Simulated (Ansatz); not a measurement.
Input file:

```
crystal:
  periodic: [false, false, false]
  atoms:
    - {symbol: F, position_ang: [-0.255155, -2.719762, 1.375876]}
    - {symbol: Al, position_ang: [-0.277783, -1.260133, 0.623583]}
    - {symbol: N, position_ang: [0.911597, -0.081330, 0.072742]}
    - {symbol: Si, position_ang: [-0.572379, 0.749166, -0.424407]}
    - {symbol: H, position_ang: [1.869239, 0.218279, -0.036482]}
    - {symbol: H, position_ang: [-0.856947, 2.058494, 0.231581]}
    - {symbol: H, position_ang: [-0.757372, 0.967286, -1.888594]}
basis:
  gaussian: {orbitals: def2-TZVPP}
hamiltonian: {xc: {name: revPBE}, dispersion: d4}
output: {orbitals: {seedname: orbitals}}
```

Command:
```bash
ansatz run in.yaml --threads 2 --pin off --events-out ev --progress --plain --max-ram 4352MiB
```

Kohn-Sham orbital energies near the frontier, revPBE/def2-TZVPP with the Ansatz code, at a PBE0-D4/def2-TZVP geometry (a minimum by its frequencies), isolated molecule; empty levels in grey, levels within 0.03 eV side by side.

Q: Where do the frontier orbitals lie?

A: HOMO at −5.86 eV, LUMO at −2.26 eV, 3.60 eV apart.

Q: How far below the HOMO does the next level lie?

A: 0.59 eV.

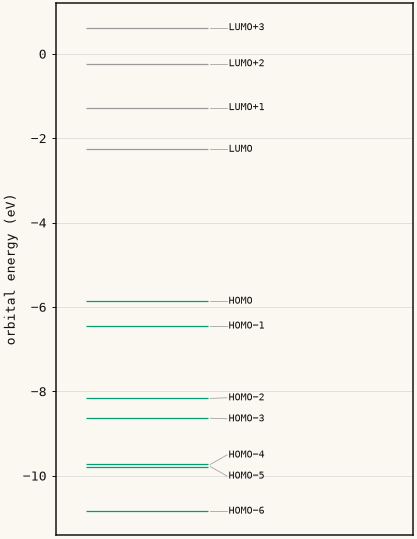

Known limits of this run: empty levels above zero depend strongly on the basis.
